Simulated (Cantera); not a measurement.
Feed: 1 mol SiC, 0.023 mol N₂O, 22 mol N₂, at 2025 K.

Method: chemical equilibrium by Gibbs-energy minimisation in Cantera with the NASA 1993 tables (ideal gas, pure condensed phases). Candidate condensed phases: C, Si, SiC, SiO₂, Si₂N₂O, Si₃N₄; 34 gas species. Mutual solubility and eutectic melting of coexisting phases are not modelled. The tables' values for SiN are old estimates; treat these amounts as uncertain. The numbers say what is thermodynamically allowed, not how fast it happens.

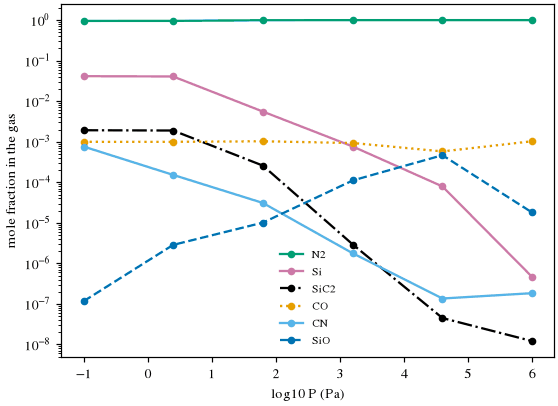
Figure. Equilibrium gas composition (values under 1e-9 drawn at 1e-9)

Q: Read off the mole fractions at 2.50 Pa.

A: N₂ about 0.96, Si about 0.041, SiC₂ about 0.0019, CO about 0.00100, CN about 0.00015, SiO about 2.9e-6.
